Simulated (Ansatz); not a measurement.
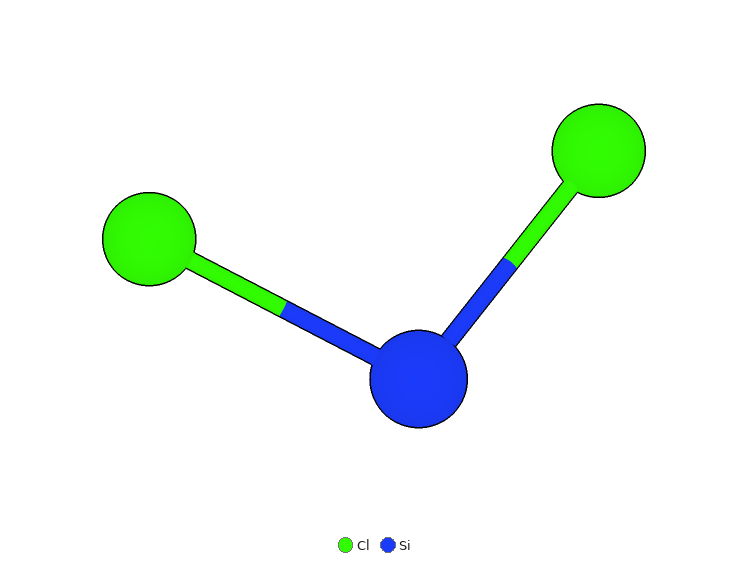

The geometry was computed by an optimisation with PBE0-D4/def2-TZVP.

**Count the atoms of each element.**

SiCl₂, 3 atoms: 1 silicon and 2 chlorine.

**Give a SMILES string for it.**

Cl[Si]Cl

More results for the same structure follow; atom numbers are the same in all pictures, views and colours differ.

Geometry

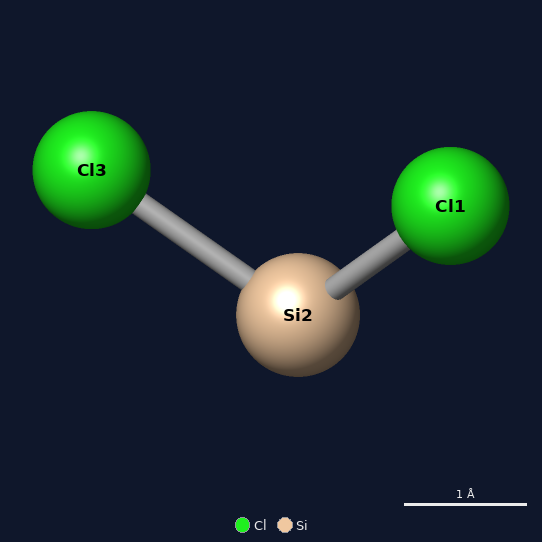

The atoms are numbered.

List the bonds and their lengths.

| bond | length (Å) | order |
| --- | --- | --- |
| Cl1–Si2 | 2.077 | single |
| Si2–Cl3 | 2.077 | single |

Dipole moment

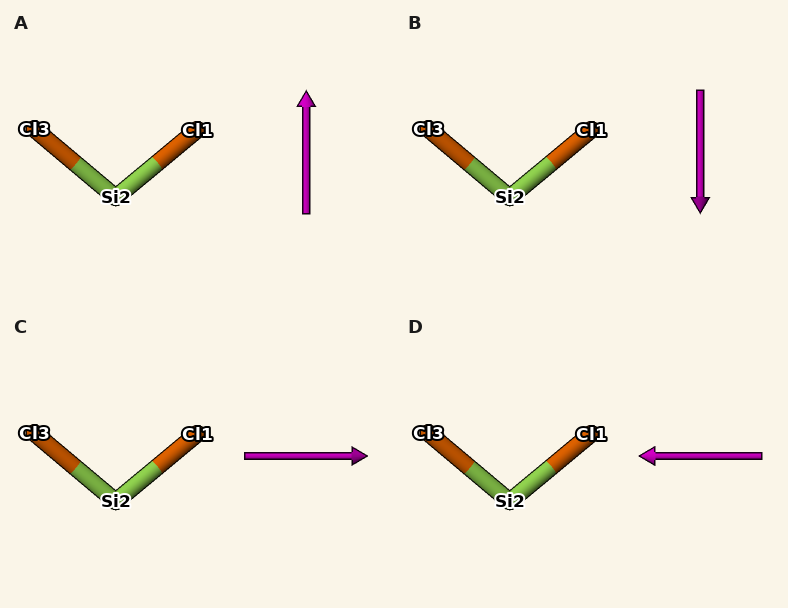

The same molecule four times, each with an arrow. Method: RKS ωB97M-V/def2-TZVPP (Ansatz 0.2.0).

**Which arrow points along the dipole moment, from the negative to the positive end?**

B. The dipole moment is 1.05 D; it points from the side of Cl1, Cl3 to the side of Si2 (the outermost atoms at the two ends).

Charges

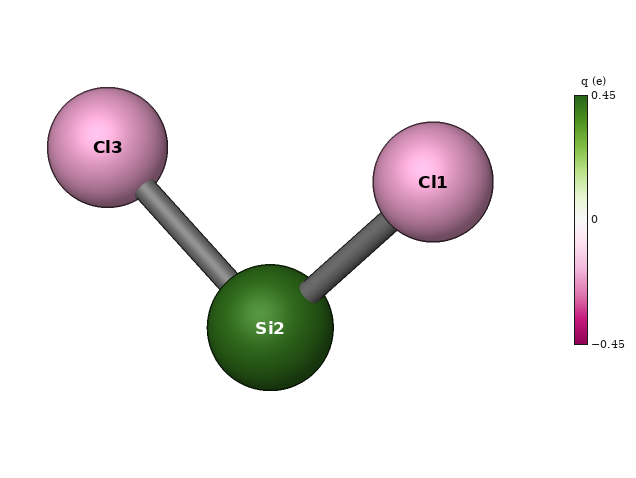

Atoms are coloured by their Mulliken charges. Level of theory: RKS B3LYP-D4/def2-TZVPP (Ansatz 0.2.0).

Give the Mulliken charges atom by atom.

```json
{"atom": "Cl1", "value (e)": "−0.21"}
{"atom": "Si2", "value (e)": "0.43"}
{"atom": "Cl3", "value (e)": "−0.21"}
```

Vibrations

Harmonic vibrations computed with RKS PBE0-D4/def2-TZVP (Ansatz 0.2.0) at a stationary point of the same level.

**How many vibrational modes are there, and where do they lie?**

3 modes: 198, 515, 520 cm⁻¹.

Thermal motion

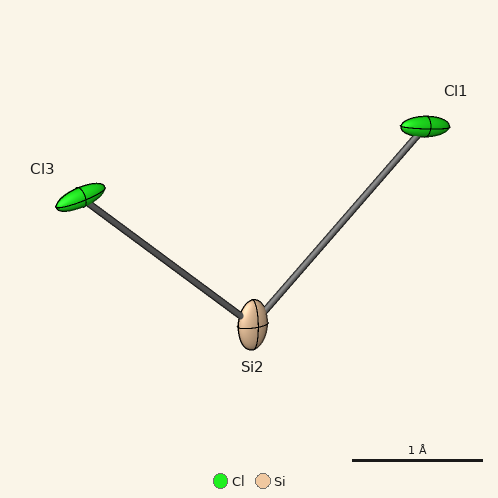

Displacement ellipsoids at the 50 % level, enlarged 3 times, from the internal vibrations of the free molecule (harmonic, no overall translation or rotation; no half-axis is drawn under 0.075 Å). Vibrations computed with RKS PBE0-D4/def2-TZVP (Ansatz 0.2.0). Temperature: 298 K.

**Which atom has the largest mean-square displacement?**

Cl1, Cl3, with U_eq = 0.00091 Å².

Give the displacement parameters, one line for each set of equivalent atoms.

```
    atom  U_eq (Å²)   rms amplitudes (Å)
Cl1, Cl3    0.00091  0.000, 0.018, 0.049
     Si2    0.00090  0.000, 0.029, 0.043
```

Mulliken values depend strongly on the basis set and can even reverse the polarity of a bond.
